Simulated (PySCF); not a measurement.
```xyz
5

Cl    0.4560   -1.4237   -0.9630
O    -0.7658    0.9877    0.5964
Sn    1.3983    0.2779    0.3237
H    -1.4908    0.4949    0.1760
H    -1.1444    1.7364    1.0839
```

Geometry: PBE0-D4/def2-SVP; core potentials replace the inner electrons of Sn.

The calculation used Gaussian-basis quantum chemistry of an isolated molecule with PySCF, energy and nuclear gradient, functional PBE0 in PySCF.

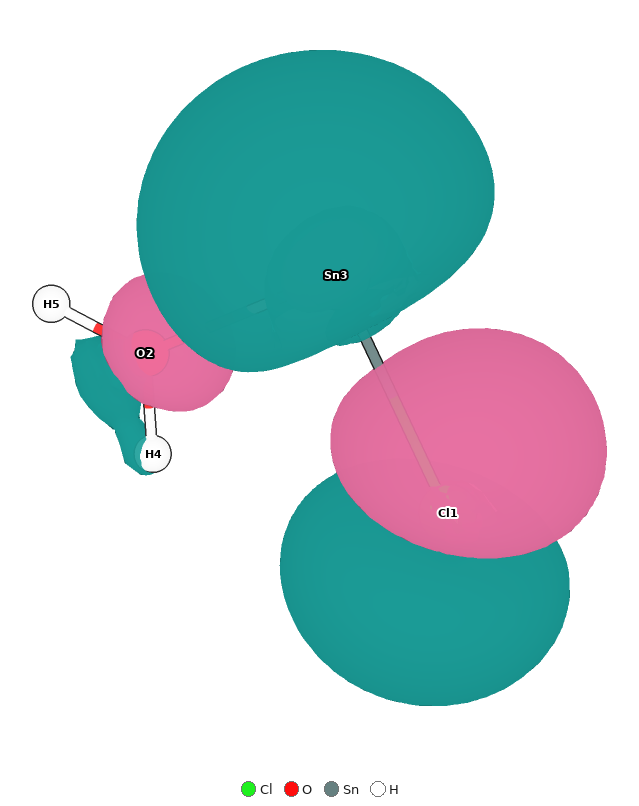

ClH₂OSn (SMILES [OH2+][Sn][Cl]) (charge +1). The HOMO at ±0.08 Å⁻³ᐟ² (teal and pink are the two phases), seen at a tilt.

Q: Where does this orbital lie, and at what energy?

A: By Hirshfeld shares it lies mainly on Cl1 (about 55 %) and Sn3 (about 40 %); it is symmetric in the molecular plane (an in-plane orbital: σ, lone-pair or in-plane π type). Its energy is −13.83 eV.
